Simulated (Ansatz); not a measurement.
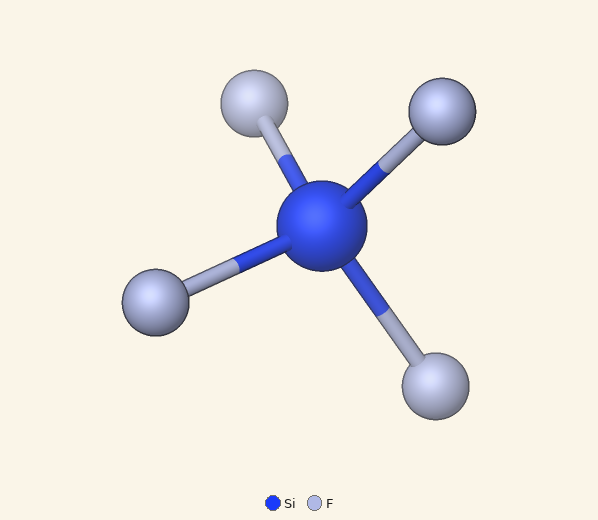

Atoms fade into the background with distance from the viewer. The geometry was computed by an optimisation with PBE0-D4/def2-TZVP.

Which symmetry elements does this geometry have?

It has 4 C3 axes, 3 C2 axes, 3 S4 axes and 6 mirror planes, so the point group is Td. The group has 24 operations. The geometry is achiral, and symmetry forbids a dipole moment.
